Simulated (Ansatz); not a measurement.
# KSrCeSbO6 (F-43m): the equilibrium volume, part 2 of 2

At what volume is KSrCeSbO6 (F-43m) free of pressure?

Ansatz 0.2.0; DFT PBE+U (U_eff = 7 eV on Ce 4f), scalar-relativistic, plane waves, PAW.

## 3. Relaxing cell and atoms

input.yaml

```yaml
crystal:
  lattice:
    - [0.0, 4.24622469, 4.24622469]
    - [4.24622469, 0.0, 4.24622469]
    - [4.24622469, 4.24622469, 0.0]
  atoms:
    - { symbol: Ce, position: [0.0, 0.0, 0.0] }
    - { symbol: K, position: [0.25, 0.25, 0.25] }
    - { symbol: O, position: [0.73740685, 0.26259315, 0.26259315] }
    - { symbol: O, position: [0.26259315, 0.73740685, 0.73740685] }
    - { symbol: O, position: [0.26259315, 0.73740685, 0.26259315] }
    - { symbol: O, position: [0.73740685, 0.26259315, 0.73740685] }
    - { symbol: O, position: [0.26259315, 0.26259315, 0.73740685] }
    - { symbol: O, position: [0.73740685, 0.73740685, 0.26259315] }
    - { symbol: Sb, position: [0.5, 0.5, 0.5] }
    - { symbol: Sr, position: [0.75, 0.75, 0.75] }
basis:
  ecutwfc: 420
kpoints:
  mp_grid: { grid: [6, 6, 6] }
hamiltonian:
  xc: pbe
  hubbard: { sites: [{ species: Ce, l: f, u_eff: 7.0 }] }
scf:
  occupations: { method: gaussian, width: 0.02 }
output:
  forces: true
  stress: true
  eigenvalues: true
  write_density: true
  write_potential: true
  elf: true
  volumetric_format: npy
relax:
  adjacent_minimum: "off"
  f_tol: 0.005
  max_steps: 80
  cell: { stress_tol: 0.05 }
```

Run with:

```sh
ansatz run input.yaml --threads 8 --pin off --max-ram 14336MiB --backend cpu --events-out ev --progress --plain --runs-dir out
```

Log:

```text
Warning: RAYON_NUM_THREADS=8 ignored (pool sized by the plan → 8); use --threads N
Ce: projections on atomic orbitals take those of the free atom [Kr 4d10] 4f1 5s2 5p6 5d1 6s2, of charge +0.00 (hamiltonian.pseudopotentials.projection_atoms); the dataset's partial waves leave at most 1.4e-5 of an orbital's norm unspanned inside its sphere
K: projections on atomic orbitals take those of the free atom [Ne] 3s2 3p6 4s1, of charge +0.00 (hamiltonian.pseudopotentials.projection_atoms); the dataset's partial waves leave at most 2.3e-7 of an orbital's norm unspanned inside its sphere
O: projections on atomic orbitals take those of the free atom [He] 2s2 2p4, of charge +0.00 (hamiltonian.pseudopotentials.projection_atoms); the dataset's partial waves leave at most 1.9e-8 of an orbital's norm unspanned inside its sphere
Sb: projections on atomic orbitals take those of the free atom [Kr] 4d10 5s2 5p3, of charge +0.00 (hamiltonian.pseudopotentials.projection_atoms); the dataset's partial waves leave at most 3.6e-6 of an orbital's norm unspanned inside its sphere
Sr: projections on atomic orbitals take those of the free atom [Ar 3d10] 4s2 4p6 5s2, of charge +0.00 (hamiltonian.pseudopotentials.projection_atoms); the dataset's partial waves leave at most 2.8e-6 of an orbital's norm unspanned inside its sphere
Engine: ansatz 0.2.0, aarch64-unknown-linux-gnu
Pseudopotentials: kind: paw
Pseudopotential: Ce, paw, valence charge 12, recommended cutoff 420 eV (normal), Ce.paw.azcp
Pseudopotential: K, paw, valence charge 9, recommended cutoff 420 eV (normal), K.paw.azcp
Pseudopotential: O, paw, valence charge 6, recommended cutoff 420 eV (normal), O.paw.azcp
Pseudopotential: Sb, paw, valence charge 15, recommended cutoff 420 eV (normal), Sb.paw.azcp
Pseudopotential: Sr, paw, valence charge 10, recommended cutoff 420 eV (normal), Sr.paw.azcp
Functional definition: PBE
  parameter kappa = 0.804
  parameter beta = 0.06672455060314922
  exchange = pbe_x(kappa = kappa, mu = beta*pi^2/3)
  correlation = pbe_c(beta = beta)
Crystal: 10 atoms, lattice volume = 153.122 Å³
Basis set: ecut = 420 eV, 2975 PW (Γ), exchange–correlation on 90×90×90 points (8 copies of the dense FFT grid, shifted against one another)
Bands: 51, of which v1, the nominal top of the filled ones, is band 41 counted from 1 (40 counted from 0)
Symmetry: 24 space group operations
Space group: F-43m (ITA 216), of the structure as read, at distance tolerance 5.3e-5 Å
k-points: 16 of 216 (time reversal used)
Non-local potential: Ce, projectors of the file, l = 0: 3, l = 1: 2, l = 2: 2, l = 3: 3
Non-local potential: K, projectors of the file, l = 0: 3, l = 1: 2, l = 2: 2
Non-local potential: O, projectors of the file, l = 0: 2, l = 1: 2, l = 2: 1
Non-local potential: Sb, projectors of the file, l = 0: 2, l = 1: 2, l = 2: 2, l = 3: 2
Non-local potential: Sr, projectors of the file, l = 0: 3, l = 1: 2, l = 2: 2
PAW form: soft (Blöchl's): semilocal exchange-correlation on the pseudo side does not see the compensation charge
PAW one-centre angular grid: Ce, 590 points (default); XC on 64 Gauss nodes
PAW one-centre angular grid: K, 110 points (default); XC on 64 Gauss nodes
PAW one-centre angular grid: O, 110 points (default); XC on 64 Gauss nodes
PAW one-centre angular grid: Sb, 590 points (default); XC on 64 Gauss nodes
PAW one-centre angular grid: Sr, 110 points (default); XC on 64 Gauss nodes
Initial density: superposition of atomic densities (chi_scale 0.1, normalization cell, long waves of neutral atoms under a Hubbard term (reshape's long-wave potential 0.01 eV rms, cloud 2.70 Å wide))
Initial wavefunctions: pseudopotential atomic-orbital guess
Functional: x = pbe(κ = 0.804, μ = 0.2195149727645171), c = pbe(β = 0.06672455060314922)
SCF iter   1: F=—  HF=-21559.109600 eV  |F-HF|=—  |Δ(HF+E_count)|=         —  Δρ=1.19e-1  dr2=1.44e1  ethr=3.10e-3  ⟨swp⟩=10.9  Hψ=4572  notcnv=0  defer=1
preconditioner: auto → Resta (q_TF=auto, 2.459 Å⁻¹)  ε∞=3.5  [insulator: Δε(μ)=3.750 eV  Ē_g=16.531 eV  σ=0.020 eV  W_gap=1.00  n_scr=50 (ndim 8)  ℏωp=26.2 eV  f_vac=0.000  D(μ)=0.00/eV (n_scr^D=0)  ε∞_Penn≈3.5]
SCF iter   2: F=—  HF=-21553.975646 eV  |F-HF|=—  |Δ(HF+E_count)|=    5.13e0  Δρ=5.64e-2  dr2=2.97e0  ethr=3.10e-3  ⟨swp⟩=7.1  Hψ=2638  notcnv=0  defer=46
SCF iter   3: F=—  HF=-21553.071642 eV  |F-HF|=—  |Δ(HF+E_count)|=   9.04e-1  Δρ=1.76e-2  dr2=3.33e-1  ethr=3.10e-3  ⟨swp⟩=4.4  Hψ=1865  notcnv=0  defer=48
SCF iter   4: F=—  HF=-21553.040069 eV  |F-HF|=—  |Δ(HF+E_count)|=   3.16e-2  Δρ=8.43e-3  dr2=7.72e-2  ethr=4.07e-4  ⟨swp⟩=3.4  Hψ=1721  notcnv=0  defer=48
SCF iter   5: F=—  HF=-21553.047092 eV  |F-HF|=—  |Δ(HF+E_count)|=   7.02e-3  Δρ=3.67e-3  dr2=1.65e-2  ethr=9.42e-5  ⟨swp⟩=4.5  Hψ=1742  notcnv=0  defer=53
SCF iter   6: F=—  HF=-21553.048781 eV  |F-HF|=—  |Δ(HF+E_count)|=   1.69e-3  Δρ=1.53e-3  dr2=7.90e-3  ethr=2.02e-5  ⟨swp⟩=4.2  Hψ=1726  notcnv=0  defer=49
SCF iter   7: F=—  HF=-21553.048041 eV  |F-HF|=—  |Δ(HF+E_count)|=   7.40e-4  Δρ=8.29e-4  dr2=1.79e-3  ethr=9.64e-6  ⟨swp⟩=2.6  Hψ=1144  notcnv=0  defer=48
SCF iter   8: F=—  HF=-21553.047915 eV  |F-HF|=—  |Δ(HF+E_count)|=   1.26e-4  Δρ=2.97e-4  dr2=2.59e-4  ethr=2.19e-6  ⟨swp⟩=2.9  Hψ=1179  notcnv=0  defer=49
SCF iter   9: F=—  HF=-21553.047886 eV  |F-HF|=—  |Δ(HF+E_count)|=   2.85e-5  Δρ=5.47e-5  dr2=8.23e-6  ethr=3.16e-7  ⟨swp⟩=2.2  Hψ=1196  notcnv=0  defer=48
SCF iter  10: F=—  HF=-21553.048025 eV  |F-HF|=—  |Δ(HF+E_count)|=   1.38e-4  Δρ=7.77e-6  dr2=1.52e-7  ethr=1.00e-8  ⟨swp⟩=2.1  Hψ=1356  notcnv=0  defer=48
SCF iter  11: F=-21553.048025 eV  HF=-21553.048025 eV  |F-HF|=3.78e-10  |Δ(HF+E_count)|=   4.05e-9  Δρ=1.69e-6  dr2=3.00e-9  ethr=1.22e-10  ⟨swp⟩=21.3  Hψ=7872  notcnv=0
SCF 1 converged in 11 iterations: F = -21553.048025 eV  dr2 = 3.00e-9
relax step   1: F+E_penalty+E_count = -21553.04802471 eV  Δ(F+E_penalty+E_count) = +0.000e0 eV  max|allowed force component| = 6.829e-2 eV/Å  Δτ_max = 0.0000 Å  P = -1.059 GPa  Ω = 153.122 Å³  (11 SCF iters, dr2 threshold 1.00e-7 eV, accepted)
Crystal: 10 atoms, lattice volume = 151.453 Å³
Basis set: ecut = 420 eV, 2891 PW (Γ), exchange–correlation on 90×90×90 points (8 copies of the dense FFT grid, shifted against one another)
Initial density: handed on by an earlier stage of this run
Initial wavefunctions: those handed on with the density
iter 1 solved again at ethr=4.02e-6 eV; its pass at ethr=3.10e-3 eV (dr2=3.30e-3 eV) is discarded
SCF iter   1: F=—  HF=-21553.057054 eV  |F-HF|=—  |Δ(HF+E_count)|=         —  Δρ=1.44e-3  dr2=3.20e-3  ethr=4.02e-6  ⟨swp⟩=2.1  Hψ=3742  notcnv=0
preconditioner: auto → Resta (q_TF=auto, 2.463 Å⁻¹)  ε∞=5.4  [insulator: Δε(μ)=2.489 eV  Ē_g=11.704 eV  σ=0.020 eV  W_gap=1.00  n_scr=50 (ndim 8)  ℏωp=24.5 eV  f_vac=0.013  D(μ)=0.00/eV (n_scr^D=0)  ε∞_Penn≈5.4]
SCF iter   2: F=—  HF=-21553.056272 eV  |F-HF|=—  |Δ(HF+E_count)|=   7.82e-4  Δρ=5.17e-4  dr2=7.98e-4  ethr=3.91e-6  ⟨swp⟩=2.0  Hψ=1213  notcnv=0
SCF iter   3: F=—  HF=-21553.056292 eV  |F-HF|=—  |Δ(HF+E_count)|=   2.04e-5  Δρ=3.57e-4  dr2=1.80e-4  ethr=9.74e-7  ⟨swp⟩=2.0  Hψ=1202  notcnv=0
SCF iter   4: F=—  HF=-21553.056261 eV  |F-HF|=—  |Δ(HF+E_count)|=   3.14e-5  Δρ=9.18e-5  dr2=1.76e-5  ethr=2.20e-7  ⟨swp⟩=2.0  Hψ=1584  notcnv=0
SCF iter   5: F=—  HF=-21553.056264 eV  |F-HF|=—  |Δ(HF+E_count)|=   3.37e-6  Δρ=4.19e-5  dr2=3.25e-6  ethr=2.15e-8  ⟨swp⟩=2.4  Hψ=1165  notcnv=0
SCF iter   6: F=-21553.056265 eV  HF=-21553.056265 eV  |F-HF|=1.14e-7  |Δ(HF+E_count)|=   1.13e-6  Δρ=1.07e-5  dr2=2.74e-7  ethr=1.22e-9  ⟨swp⟩=13.2  Hψ=7008  notcnv=0
SCF 2 converged in 6 iterations: F = -21553.056265 eV  dr2 = 2.74e-7
relax step   2: F+E_penalty+E_count = -21553.05626507 eV  Δ(F+E_penalty+E_count) = -8.240e-3 eV  max|allowed force component| = 7.440e-2 eV/Å  Δτ_max = 0.0005 Å  P = +0.431 GPa  Ω = 151.453 Å³  energy of the carried Pulay correction = +5.090e-3 eV  (6 SCF iters, dr2 threshold 1.00e-6 eV, accepted)
Crystal: 10 atoms, lattice volume = 151.946 Å³
iter 1 solved again at ethr=4.80e-7 eV; its pass at ethr=3.10e-3 eV (dr2=3.94e-4 eV) is discarded
SCF iter   1: F=—  HF=-21553.056024 eV  |F-HF|=—  |Δ(HF+E_count)|=         —  Δρ=4.15e-4  dr2=4.27e-4  ethr=4.80e-7  ⟨swp⟩=2.1  Hψ=3685  notcnv=0
preconditioner: auto → Resta (q_TF=auto, 2.462 Å⁻¹)  ε∞=5.4  [insulator: Δε(μ)=2.449 eV  Ē_g=11.671 eV  σ=0.020 eV  W_gap=1.00  n_scr=50 (ndim 8)  ℏωp=24.5 eV  f_vac=0.014  D(μ)=0.00/eV (n_scr^D=0)  ε∞_Penn≈5.4]
SCF iter   2: F=—  HF=-21553.055934 eV  |F-HF|=—  |Δ(HF+E_count)|=   8.99e-5  Δρ=2.30e-4  dr2=7.36e-5  ethr=4.80e-7  ⟨swp⟩=2.0  Hψ=1205  notcnv=0
SCF iter   3: F=—  HF=-21553.055917 eV  |F-HF|=—  |Δ(HF+E_count)|=   1.63e-5  Δρ=1.14e-4  dr2=3.22e-5  ethr=8.97e-8  ⟨swp⟩=2.0  Hψ=1584  notcnv=0
SCF iter   4: F=—  HF=-21553.055913 eV  |F-HF|=—  |Δ(HF+E_count)|=   4.19e-6  Δρ=2.94e-5  dr2=1.37e-6  ethr=3.92e-8  ⟨swp⟩=2.0  Hψ=1000  notcnv=0
SCF iter   5: F=-21553.055913 eV  HF=-21553.055913 eV  |F-HF|=3.38e-8  |Δ(HF+E_count)|=   2.76e-7  Δρ=1.48e-5  dr2=3.54e-7  ethr=5.67e-10  ⟨swp⟩=13.0  Hψ=6874  notcnv=0
SCF 3 converged in 5 iterations: F = -21553.055913 eV  dr2 = 3.54e-7
relax step   3: F+E_penalty+E_count = -21553.05591335 eV  Δ(F+E_penalty+E_count) = +3.517e-4 eV  max|allowed force component| = 9.793e-3 eV/Å  Δτ_max = 0.0020 Å  P = -0.007 GPa  Ω = 151.946 Å³  energy of the carried Pulay correction = +3.581e-3 eV  (5 SCF iters, dr2 threshold 4.65e-7 eV, accepted)
[... 9 lines left out ...]
relax step   4: F+E_penalty+E_count = -21553.05593260 eV  Δ(F+E_penalty+E_count) = -1.925e-5 eV  max|allowed force component| = 4.253e-4 eV/Å  Δτ_max = 0.0003 Å  P = -0.002 GPa  Ω = 151.943 Å³  energy of the carried Pulay correction = +3.591e-3 eV  (5 SCF iters, dr2 threshold 5.99e-9 eV, accepted)
Initial wavefunctions: pseudopotential atomic-orbital guess (no wavefunctions were taken with the density)
iter 1 solved again at ethr=1.31e-7 eV; its pass at ethr=3.10e-3 eV (dr2=1.07e-4 eV) is discarded
SCF iter   1: F=—  HF=-21553.052657 eV  |F-HF|=—  |Δ(HF+E_count)|=         —  Δρ=5.15e-5  dr2=6.30e-7  ethr=1.31e-7  ⟨swp⟩=4.1  Hψ=6603  notcnv=0
preconditioner: auto → Resta (q_TF=auto, 2.462 Å⁻¹)  ε∞=5.4  [insulator: Δε(μ)=2.441 eV  Ē_g=11.664 eV  σ=0.020 eV  W_gap=1.00  n_scr=50 (ndim 8)  ℏωp=24.5 eV  f_vac=0.014  D(μ)=0.00/eV (n_scr^D=0)  ε∞_Penn≈5.4]
SCF iter   2: F=—  HF=-21553.052785 eV  |F-HF|=—  |Δ(HF+E_count)|=   1.27e-4  Δρ=2.58e-5  dr2=3.04e-7  ethr=7.68e-10  ⟨swp⟩=2.8  Hψ=1555  notcnv=0
SCF iter   3: F=—  HF=-21553.052785 eV  |F-HF|=—  |Δ(HF+E_count)|=   2.37e-7  Δρ=1.28e-5  dr2=5.68e-8  ethr=3.70e-10  ⟨swp⟩=2.2  Hψ=1172  notcnv=0
SCF iter   4: F=—  HF=-21553.052785 eV  |F-HF|=—  |Δ(HF+E_count)|=   6.97e-8  Δρ=1.92e-6  dr2=8.85e-10  ethr=6.93e-11  ⟨swp⟩=2.0  Hψ=1362  notcnv=0
SCF iter   5: F=—  HF=-21553.052785 eV  |F-HF|=—  |Δ(HF+E_count)|=   2.42e-9  Δρ=2.91e-7  dr2=1.10e-10  ethr=1.00e-12  ⟨swp⟩=7.7  Hψ=4938  notcnv=0
SCF iter   6: F=-21553.052785 eV  HF=-21553.052785 eV  |F-HF|=1.09e-11  |Δ(HF+E_count)|=  6.91e-11  Δρ=8.28e-8  dr2=1.54e-11  ethr=1.00e-12  ⟨swp⟩=6.1  Hψ=4014  notcnv=0
SCF 5 converged in 6 iterations: F = -21553.052785 eV  dr2 = 1.54e-11
relax step   5: F+E_penalty+E_count = -21553.05278485 eV  Δ(F+E_penalty+E_count) = +3.148e-3 eV  max|allowed force component| = 5.126e-4 eV/Å  Δτ_max = 0.0000 Å  P = -0.041 GPa  Ω = 151.943 Å³  stress off target by 4.07e-2 GPa  SCF on the basis re-selected at this cell (its energy is not comparable with the rows above)  (6 SCF iters)
basis re-selected at this cell: Δ(F+E_penalty+E_count) = +3.148e-3 eV, ΔP = -0.039 GPa vs the last step (what re-selecting the basis moved, of the pressure what is left beyond the Pulay correction that the steps carried, after the strain that the cell walked since its last selection, with what the two solves' SCF thresholds leave and, on support functions, any second-order correction that the steps lacked; it is no measure of the basis error at this ecutwfc). This SCF's stress stands 4.07e-2 GPa from its target on what of the cell is left free (relax.cell.stress_tol is 5.00e-2 GPa) and its largest allowed force component is 5.13e-4 eV/Å (relax.f_tol is 5.00e-3 eV/Å): within both
SCF converged after 6 iterations
Free energy (F): -21553.052785 eV
Harris-Foulkes:  -21553.052785 eV  (|F-HF|=1.09e-11)
Internal energy: -21553.052785 eV  (E = F + TS)
E sigma→0 (E₀):  -21553.052785 eV
Fermi energy:    9.248271 eV
--- Per-component energies (eV) ---
  E_band       = -349.537948
  E_kinetic    = 2158.746851
  E_local      = -5327.194789  (includes V_loc(G=0)·N_el)
  E_nonlocal   = 789.618289
  E_hartree    = 2013.687350
  E_xc         = -1128.304113
  E_vxc        = -1255.728412  (∫ρ·V_xc dr)
  E_hubbard    = 2.096436  (on-site DFT+U / exact-exchange correction)
  E_vhub       = 1.957371  (the Hubbard potential's part of the band-sum identity)
  E_paw        = -14471.660242  (= ΣΔE_a)
  E_vpaw       = -744.326510  (= ΣTr[D̂ρ^β])
  E_aug_tail   = 0.014577  (compensation charges beyond the density's cutoff)
  E_ewald      = -5590.057144
  E_smearing   = -0.000000  (= −TS)
  E_closure    = 0.000000  (closes the sum)
  Σ components = -21553.052785   (vs F -21553.052785, Δ=0.00e0)
--- Forces (eV/Å), atoms counted from 1 ---
  atom   1  Ce     0.00000000    -0.00000000    -0.00000000
  atom   2  K     -0.00000000    -0.00000000    -0.00000000
  atom   3  O      0.00051256     0.00000000     0.00000000
  atom   4  O     -0.00051256    -0.00000000    -0.00000000
  atom   5  O      0.00000000     0.00051256     0.00000000
  atom   6  O     -0.00000000    -0.00051256     0.00000000
  atom   7  O      0.00000000     0.00000000     0.00051256
  atom   8  O     -0.00000000    -0.00000000    -0.00051256
  atom   9  Sb     0.00000000    -0.00000000     0.00000000
  atom  10  Sr     0.00000000     0.00000000     0.00000000
  max |Σ_I F_I| component: 1.88e-17 eV/Å
--- Stress (GPa, compression-positive) ---
       -0.040728      -0.000000      -0.000000
       -0.000000      -0.040728       0.000000
       -0.000000       0.000000      -0.040728
  P = ⅓ Tr σ = -0.0407 GPa (-0.407 kbar)
--- Band table (eV; the first three rows and the last of 16) ---
  k-point 0: bands = ["-26.0428", "-25.7322", "-20.1817", "-20.1817", "-19.9990", "-19.9990", "-19.9990", "-19.6185", "-10.2521", "-10.2521", "-10.2521", "-9.5966", "-7.8231", "-7.8231", "-7.7504", "-7.7504", "-7.7504", "-6.6485", "-6.6485", "-6.6485", "-3.1944", "-3.1944", "-3.1944", "0.5420", "4.7880", "4.7880", "4.7880", "5.2707", "5.2707", "5.2707", "5.3830", "5.3830", "7.0156", "7.0156", "7.0156", "7.0180", "7.0180", "7.0180", "8.0276", "8.0276", "8.0276", "10.8410", "10.8410", "10.8410", "10.8671", "10.8671", "10.8671", "10.9022", "11.8581", "13.0990", "13.0990"]
  k-point 1: bands = ["-26.0413", "-25.7337", "-20.1818", "-20.1818", "-19.9990", "-19.9989", "-19.9989", "-19.6185", "-10.4293", "-10.2169", "-10.2169", "-9.3312", "-8.0846", "-8.0846", "-7.7136", "-7.6802", "-7.6802", "-6.8219", "-6.4507", "-6.4507", "-3.1884", "-3.1884", "-3.1723", "0.7445", "4.1831", "4.1831", "4.5254", "5.3265", "5.3299", "5.3299", "6.0326", "6.0326", "6.7650", "6.8322", "6.8322", "7.0439", "7.0439", "7.0701", "7.9219", "7.9219", "7.9559", "10.6866", "10.8480", "10.8480", "10.8667", "10.8667", "10.8759", "10.9053", "12.3006", "13.1987", "13.2373"]
  k-point 2: bands = ["-26.0383", "-25.7368", "-20.1819", "-20.1819", "-19.9993", "-19.9989", "-19.9989", "-19.6183", "-10.6477", "-10.1365", "-10.1365", "-8.8594", "-8.4160", "-8.4160", "-7.6658", "-7.6538", "-7.6538", "-7.2134", "-6.1404", "-6.1404", "-3.1760", "-3.1760", "-3.1236", "1.1985", "3.5786", "3.5786", "4.0196", "5.4227", "5.5450", "5.5450", "6.2432", "6.3567", "6.3567", "6.7740", "6.7740", "7.1145", "7.1145", "7.2152", "7.6833", "7.6833", "7.7760", "10.5228", "10.8329", "10.8329", "10.8928", "10.9059", "10.9059", "10.9066", "13.0842", "13.4414", "13.4438"]
  k-point 15: bands = ["-26.0349", "-25.7403", "-20.1818", "-20.1814", "-19.9996", "-19.9989", "-19.9988", "-19.6180", "-10.4425", "-10.3090", "-10.2782", "-9.3477", "-8.3943", "-7.8939", "-7.6917", "-7.6237", "-7.3610", "-6.6432", "-6.6073", "-6.4134", "-3.1421", "-3.1304", "-3.1066", "0.4652", "3.7025", "4.4491", "4.5591", "5.1459", "5.7935", "5.8476", "6.2670", "6.3254", "6.3423", "6.4400", "6.7148", "6.8033", "6.8487", "6.9421", "6.9469", "7.3603", "7.8400", "10.6591", "10.6893", "10.7352", "10.8323", "10.8530", "10.8581", "10.9095", "12.2474", "13.8780", "14.1075"]
Occupation matrices written to <dir>
--- Relaxed structure (4 steps of the walk, 4 accepted, 1 SCFs on fresh bases) ---
  F+E_penalty+E_count = -21553.05278485 eV   max|allowed force component| = 5.126e-4 eV/Å   (the final SCF, on the basis selected at the relaxed cell)
  cell:  # Å, volume = 151.9429 Å³
    - [-6.050754289063513e-34, 4.2352928080382375, 4.2352928080382375]
    - [4.2352928080382375, 2.9043620587504858e-33, 4.2352928080382375]
    - [4.2352928080382375, 4.2352928080382375, 4.127251346645427e-33]
  atoms:
    - { symbol: Ce, position: [2.55333208117515e-21, -3.829998121762785e-21, -3.829998121762722e-21] }
    - { symbol: K, position: [0.25000000000000006, 0.25000000000000006, 0.25000000000000006] }
    - { symbol: O, position: [0.7371893757943127, 0.26281062420568757, 0.26281062420568757] }
    - { symbol: O, position: [0.2628106242056877, 0.7371893757943125, 0.7371893757943125] }
    - { symbol: O, position: [0.26281062420568757, 0.7371893757943127, 0.26281062420568757] }
    - { symbol: O, position: [0.7371893757943125, 0.2628106242056877, 0.7371893757943125] }
    - { symbol: O, position: [0.26281062420568757, 0.26281062420568757, 0.7371893757943127] }
    - { symbol: O, position: [0.7371893757943125, 0.7371893757943125, 0.2628106242056877] }
    - { symbol: Sb, position: [0.5000000000000001, 0.5000000000000001, 0.5000000000000001] }
    - { symbol: Sr, position: [0.7500000000000001, 0.7500000000000001, 0.7500000000000001] }
```

Run time: 13 s. Hardware: 8 threads of Arm Neoverse V2, shared host; peak memory 0.92 GiB.

The steps of the relaxation:

```tsv
step	energy from step 1 (meV/atom)	largest force component (eV/Å)	pressure (GPa)	volume (Å³/atom)
1	0.0	0.068	-1.06	15.312
2	-0.8	0.074	0.43	15.145
3	-0.8	0.010	-0.01	15.195
4	-0.8	0.000	0.00	15.194
5	-0.5	0.001	-0.04	15.194
```

Step 1 is the start. Step 5 repeats the geometry before it on a plane-wave basis chosen anew for the final cell, which shifts the energy by +0.3 meV/atom. The run keeps the 24 symmetry operations that it found, so it can't reach a distortion that breaks them.

This gives: volume 15.194 Å³/atom, pressure -0.04 GPa, gap on the mesh 2.44 eV.

## 4. The cell, before and after

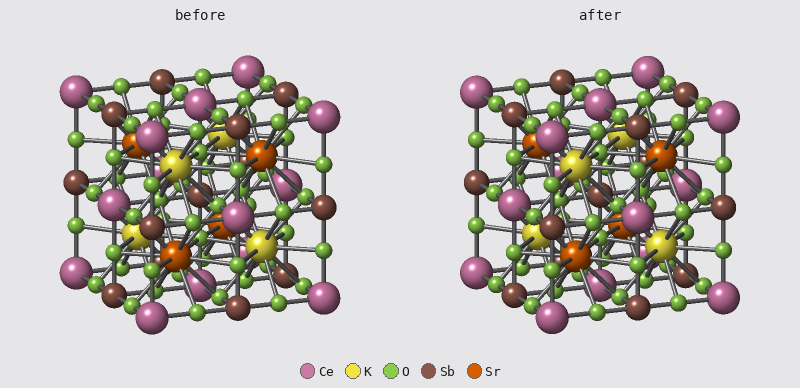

The structure before (left) and after (right), at one scale. Drawn in the start's conventional cell.

How the cell compares, before and after:

| cell as typed | before | after | change |
| --- | --- | --- | --- |
| a (Å) | 6.005 | 5.990 | -0.3 % |
| b (Å) | 6.005 | 5.990 | -0.3 % |
| c (Å) | 6.005 | 5.990 | -0.3 % |
| volume (Å³/atom) | 15.312 | 15.194 | -0.8 % |
| shortest distance (Å) | 2.016 | 2.009 | -0.3 % |
| space group | F-43m | F-43m | same |

## 5. What came out

What follows sums up all 2 parts. Changes of volume or cell count from the first structure of part 1.

```
         quantity                                                                      value
           volume                                                             15.194 Å³/atom
         pressure                                                                  -0.04 GPa
conventional cell  a = 8.471 Å, b = 8.471 Å, c = 8.471 Å, α = 90.00°, β = 90.00°, γ = 90.00°
  gap on the mesh                                                                    2.44 eV
```

In words: From the first run shown, the volume went from 15.31 to 15.19 Å³/atom (-0.8 %) in 2 runs, where the pressure is zero within 0.04 GPa. Spin–orbit coupling is left out, though the cell holds Ce; it splits the 4f levels.
